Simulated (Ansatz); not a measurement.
# SiH5 (doublet): wB97M-V, B2PLYP, RPA-PBE over a scan of the distance H1–H2 along a hydrogen transfer, cc-pVTZ, part 2 of 2

Ansatz 0.2.0, Gaussian basis; cc-pVTZ, all electrons in the functionals, frozen cores in the correlation of double hybrids and RPA.

### Step 11. B2PLYP, 1.078 Å

in.yaml reads:

```yaml
crystal:
  periodic: [false, false, false]
  atoms:
    - {symbol: H, position_ang: [-2.438641, 0.000000, -0.000002]}
    - {symbol: H, position_ang: [-1.360641, 0.000000, -0.000001]}
    - {symbol: Si, position_ang: [0.079359, 0.000000, 0.000000]}
    - {symbol: H, position_ang: [0.529333, -1.416253, 0.000001]}
    - {symbol: H, position_ang: [0.529334, 0.708126, -1.226511]}
    - {symbol: H, position_ang: [0.529332, 0.708127, 1.226511]}
basis:
  gaussian: {orbitals: cc-pVTZ}
magnetization: {spin_polarized: true, initial_magnetization: 1}
hamiltonian: {xc: {name: B2PLYP}}
correlation: {electrons: outside_noble_gas}
```

Started as:

```console
$ ansatz run in.yaml --threads 2 --pin off --events-out ev --progress --plain --max-ram 15360MiB --backend cuda --devices 0, --max-vram 18GiB
```

Standard output, cut to the lines that bear on the results:

```text
Functional definition: B2PLYP
  name "B2PLYP"
  cite "Grimme, J. Chem. Phys. 124, 034108 (2006) doi:10.1063/1.2148954"
  cite "Becke, Phys. Rev. A 38, 3098 (1988) doi:10.1103/PhysRevA.38.3098"
  cite "Lee, Yang & Parr, Phys. Rev. B 37, 785 (1988) doi:10.1103/PhysRevB.37.785"
[...]
571 factors; integrals over basis functions are off by at most 1.4e-3 eV
[...]
mean field -7951.04419285 eV, -292.1954846760 hartree, gradient 4.6e-6 eV, S^2 0.757337; 0 other end points of the search recorded, 0 dependent functions left out
5 core orbitals not correlated: weight in the atoms' cores, before any rotation towards them, 1.000 or more for the frozen orbitals, at most 0.000 for the correlated occupied ones
reference -7951.04433890 eV, -292.1954900433 hartree; 5, 4 occupied and 94, 95 virtual orbitals, 571 factors
second order -5.16483495 eV of doubles, -0.00000000 eV of singles
Total energy: -7952.43884434 eV, -292.2467371728 hartree
```

It took 1.3 s on 1 × H100 (card shared with other runs) with 2 threads of AMD EPYC 7R13, shared host; peak host memory 0.78 GiB.

From the report: ⟨S²⟩ of the determinant 0.757 (pure doublet: 0.75).

From 0.745 Å: +6.4 kcal/mol.

### Step 12. RPA-PBE, 0.745 Å

in.yaml reads:

```yaml
crystal:
  periodic: [false, false, false]
  atoms:
    - {symbol: H, position_ang: [-2.428508, 0.000000, -0.000001]}
    - {symbol: H, position_ang: [-1.683508, 0.000000, -0.000001]}
    - {symbol: Si, position_ang: [0.089492, 0.000000, 0.000000]}
    - {symbol: H, position_ang: [0.539466, -1.416253, 0.000001]}
    - {symbol: H, position_ang: [0.539466, 0.708126, -1.226511]}
    - {symbol: H, position_ang: [0.539465, 0.708127, 1.226511]}
basis:
  gaussian: {orbitals: cc-pVTZ}
magnetization: {spin_polarized: true, initial_magnetization: 1}
hamiltonian: {xc: {name: PBE}}
correlation: {method: rpa, electrons: outside_noble_gas}
```

Same command.

Standard output, cut to the lines that bear on the results:

```text
Functional definition: PBE
  name "PBE"
  cite "Perdew, Burke & Ernzerhof, Phys. Rev. Lett. 77, 3865 (1996) doi:10.1103/PhysRevLett.77.3865"
  parent pbe
[...]
570 factors; integrals over basis functions are off by at most 1.5e-3 eV
[...]
mean field -7951.86746375 eV, -292.2257393234 hartree, gradient 1.4e-6 eV, S^2 0.753831; 0 other end points of the search recorded, 0 dependent functions left out
5 core orbitals not correlated: weight in the atoms' cores, before any rotation towards them, 1.000 or more for the frozen orbitals, at most 0.000 for the correlated occupied ones
reference -7937.99749519 eV, -291.7160273803 hartree; 5, 4 occupied and 94, 95 virtual orbitals, 570 factors
Total energy: -7947.57709219 eV, -292.0680710766 hartree
```

It took 2.7 s on 1 × H100 (card shared with other runs) with 2 threads of AMD EPYC 7R13, shared host; peak host memory 0.87 GiB.

From the report: ⟨S²⟩ of the determinant 0.754 (pure doublet: 0.75).

### Step 13. RPA-PBE, 0.793 Å

in.yaml reads:

```yaml
crystal:
  periodic: [false, false, false]
  atoms:
    - {symbol: H, position_ang: [-2.429969, 0.000000, -0.000001]}
    - {symbol: H, position_ang: [-1.636969, 0.000000, -0.000001]}
    - {symbol: Si, position_ang: [0.088031, 0.000000, 0.000000]}
    - {symbol: H, position_ang: [0.538005, -1.416253, 0.000001]}
    - {symbol: H, position_ang: [0.538006, 0.708126, -1.226511]}
    - {symbol: H, position_ang: [0.538004, 0.708127, 1.226511]}
basis:
  gaussian: {orbitals: cc-pVTZ}
magnetization: {spin_polarized: true, initial_magnetization: 1}
hamiltonian: {xc: {name: PBE}}
correlation: {method: rpa, electrons: outside_noble_gas}
```

Same command.

Standard output, cut to the lines that bear on the results:

```text
Functional definition: PBE
  name "PBE"
  cite "Perdew, Burke & Ernzerhof, Phys. Rev. Lett. 77, 3865 (1996) doi:10.1103/PhysRevLett.77.3865"
  parent pbe
[...]
572 factors; integrals over basis functions are off by at most 1.3e-3 eV
[...]
mean field -7951.89739975 eV, -292.2268394512 hartree, gradient 1.5e-6 eV, S^2 0.754057; 0 other end points of the search recorded, 0 dependent functions left out
5 core orbitals not correlated: weight in the atoms' cores, before any rotation towards them, 1.000 or more for the frozen orbitals, at most 0.000 for the correlated occupied ones
reference -7937.98456219 eV, -291.7155521015 hartree; 5, 4 occupied and 94, 95 virtual orbitals, 572 factors
Total energy: -7947.58175961 eV, -292.0682426011 hartree
```

Wall time 3 s (1 × H100 (card shared with other runs) with 2 threads of AMD EPYC 7R13, shared host); peak host memory 0.87 GiB.

From the report: ⟨S²⟩ of the determinant 0.754 (pure doublet: 0.75).

From 0.745 Å: -0.1 kcal/mol.

### Step 14. RPA-PBE, 0.888 Å

in.yaml reads:

```yaml
crystal:
  periodic: [false, false, false]
  atoms:
    - {symbol: H, position_ang: [-2.432860, 0.000000, -0.000002]}
    - {symbol: H, position_ang: [-1.544860, 0.000000, -0.000001]}
    - {symbol: Si, position_ang: [0.085140, 0.000000, 0.000000]}
    - {symbol: H, position_ang: [0.535114, -1.416253, 0.000001]}
    - {symbol: H, position_ang: [0.535115, 0.708126, -1.226511]}
    - {symbol: H, position_ang: [0.535113, 0.708127, 1.226511]}
basis:
  gaussian: {orbitals: cc-pVTZ}
magnetization: {spin_polarized: true, initial_magnetization: 1}
hamiltonian: {xc: {name: PBE}}
correlation: {method: rpa, electrons: outside_noble_gas}
```

Launched as before.

Standard output, cut to the lines that bear on the results:

```text
Functional definition: PBE
  name "PBE"
  cite "Perdew, Burke & Ernzerhof, Phys. Rev. Lett. 77, 3865 (1996) doi:10.1103/PhysRevLett.77.3865"
  parent pbe
[...]
575 factors; integrals over basis functions are off by at most 1.1e-3 eV
[...]
mean field -7951.84983896 eV, -292.2250916243 hartree, gradient 1.6e-6 eV, S^2 0.754352; 0 other end points of the search recorded, 0 dependent functions left out
5 core orbitals not correlated: weight in the atoms' cores, before any rotation towards them, 1.000 or more for the frozen orbitals, at most 0.000 for the correlated occupied ones
reference -7937.90865599 eV, -291.7127625998 hartree; 5, 4 occupied and 94, 95 virtual orbitals, 575 factors
Total energy: -7947.50882362 eV, -292.0655622531 hartree
```

Run time: 1.5 s. Hardware: 1 × H100 (card shared with other runs) with 2 threads of AMD EPYC 7R13, shared host; peak host memory 0.87 GiB.

From the report: ⟨S²⟩ of the determinant 0.754 (pure doublet: 0.75).

From 0.745 Å: +1.6 kcal/mol.

### Step 15. RPA-PBE, 0.983 Å

in.yaml reads:

```yaml
crystal:
  periodic: [false, false, false]
  atoms:
    - {symbol: H, position_ang: [-2.435750, 0.000000, -0.000002]}
    - {symbol: H, position_ang: [-1.452750, 0.000000, -0.000001]}
    - {symbol: Si, position_ang: [0.082250, 0.000000, 0.000000]}
    - {symbol: H, position_ang: [0.532224, -1.416253, 0.000001]}
    - {symbol: H, position_ang: [0.532224, 0.708126, -1.226511]}
    - {symbol: H, position_ang: [0.532223, 0.708127, 1.226511]}
basis:
  gaussian: {orbitals: cc-pVTZ}
magnetization: {spin_polarized: true, initial_magnetization: 1}
hamiltonian: {xc: {name: PBE}}
correlation: {method: rpa, electrons: outside_noble_gas}
```

Launched as before.

Standard output, cut to the lines that bear on the results:

```text
Functional definition: PBE
  name "PBE"
  cite "Perdew, Burke & Ernzerhof, Phys. Rev. Lett. 77, 3865 (1996) doi:10.1103/PhysRevLett.77.3865"
  parent pbe
[...]
573 factors; integrals over basis functions are off by at most 1.4e-3 eV
[...]
mean field -7951.72894130 eV, -292.2206487173 hartree, gradient 5.0e-6 eV, S^2 0.754125; 0 other end points of the search recorded, 0 dependent functions left out
5 core orbitals not correlated: weight in the atoms' cores, before any rotation towards them, 1.000 or more for the frozen orbitals, at most 0.000 for the correlated occupied ones
reference -7937.84693008 eV, -291.7104942144 hartree; 5, 4 occupied and 94, 95 virtual orbitals, 573 factors
Total energy: -7947.40147420 eV, -292.0616172346 hartree
```

Wall time 1.4 s (1 × H100 (card shared with other runs) with 2 threads of AMD EPYC 7R13, shared host); peak host memory 0.87 GiB.

From the report: ⟨S²⟩ of the determinant 0.754 (pure doublet: 0.75).

From 0.745 Å: +4.0 kcal/mol.

### Step 16. RPA-PBE, 1.078 Å

in.yaml reads:

```yaml
crystal:
  periodic: [false, false, false]
  atoms:
    - {symbol: H, position_ang: [-2.438641, 0.000000, -0.000002]}
    - {symbol: H, position_ang: [-1.360641, 0.000000, -0.000001]}
    - {symbol: Si, position_ang: [0.079359, 0.000000, 0.000000]}
    - {symbol: H, position_ang: [0.529333, -1.416253, 0.000001]}
    - {symbol: H, position_ang: [0.529334, 0.708126, -1.226511]}
    - {symbol: H, position_ang: [0.529332, 0.708127, 1.226511]}
basis:
  gaussian: {orbitals: cc-pVTZ}
magnetization: {spin_polarized: true, initial_magnetization: 1}
hamiltonian: {xc: {name: PBE}}
correlation: {method: rpa, electrons: outside_noble_gas}
```

The command is unchanged.

Standard output, cut to the lines that bear on the results:

```text
Functional definition: PBE
  name "PBE"
  cite "Perdew, Burke & Ernzerhof, Phys. Rev. Lett. 77, 3865 (1996) doi:10.1103/PhysRevLett.77.3865"
  parent pbe
[...]
571 factors; integrals over basis functions are off by at most 1.4e-3 eV
[...]
mean field -7951.54188844 eV, -292.2137746516 hartree, gradient 6.2e-6 eV, S^2 0.753394; 0 other end points of the search recorded, 0 dependent functions left out
5 core orbitals not correlated: weight in the atoms' cores, before any rotation towards them, 1.000 or more for the frozen orbitals, at most 0.000 for the correlated occupied ones
reference -7937.78667742 eV, -291.7082799701 hartree; 5, 4 occupied and 94, 95 virtual orbitals, 571 factors
Total energy: -7947.26115512 eV, -292.0564606037 hartree
```

Wall time 1.2 s (1 × H100 (card shared with other runs) with 2 threads of AMD EPYC 7R13, shared host); peak host memory 0.87 GiB.

From the report: ⟨S²⟩ of the determinant 0.753 (pure doublet: 0.75).

From 0.745 Å: +7.3 kcal/mol.

### Step 17. Against the wave-function levels

The yardstick is UCCSDT(Q), where the cluster series has nearly closed. It comes from earlier runs at the same points. Energies in kcal/mol, counted from 0.745 Å; blanks weren't run or aren't comparable.

| level | 0.745 Å | 0.793 Å | 0.888 Å | 0.983 Å | 1.078 Å |
| --- | --- | --- | --- | --- | --- |
| UCCSDT(Q) | 0.0 | -0.1 | 1.4 | 3.6 | 6.6 |
| wB97M-V | 0.0 | -0.2 | 1.4 | 3.8 | 7.1 |
| B2PLYP | 0.0 | -0.3 | 1.1 | 3.3 | 6.4 |
| RPA-PBE | 0.0 | -0.1 | 1.6 | 4.0 | 7.3 |

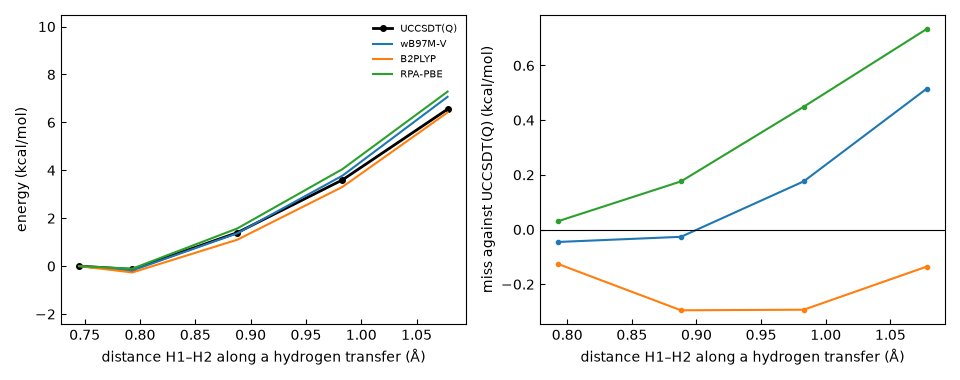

Left: the curves (the axis may cut off levels that run far away). Right: misses against UCCSDT(Q), in the same colours.

Largest miss and mean time a point (UCCSDT(Q) took 12 s a point; shared hosts):

```
  level  largest miss (kcal/mol)    where  time a point
wB97M-V                     +0.5  1.078 Å         2.6 s
 B2PLYP                     -0.3  0.888 Å         2.2 s
RPA-PBE                     +0.7  1.078 Å           2 s
```

### Step 18. Outcome

What follows sums up all 2 parts.

| quantity | value |
| --- | --- |
| span of the UCCSDT(Q) curve | 6.7 kcal/mol |
| largest miss, wB97M-V | +0.5 kcal/mol (1.078 Å) |
| largest miss, B2PLYP | -0.3 kcal/mol (0.888 Å) |
| largest miss, RPA-PBE | +0.7 kcal/mol (1.078 Å) |

**Reading.** Of the functionals, B2PLYP keep the smallest largest miss at the points compared (at most 0.3 kcal/mol) and RPA-PBE strays most (0.7 kcal/mol, at 1.078 Å). Functionals and the yardstick converge differently with the basis, so part of each miss in cc-pVTZ is the basis.
